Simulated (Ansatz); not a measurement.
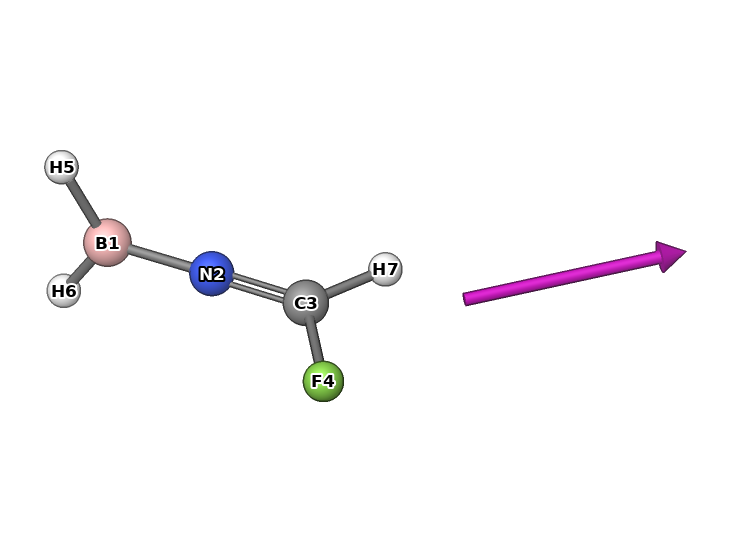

The arrow beside the molecule shows the direction of the dipole moment, from the negative to the positive end (its length means nothing). Computed geometry: PBE-D4/def2-SVP optimisation. No frequency run is at hand to confirm it as a minimum. Method: RKS PBE-D4/def2-SVP (Ansatz 0.2.0).

### How large is the dipole moment?

1.60 D; it points from the side of H5, H6 to the side of H7 (the outermost atoms at the two ends).
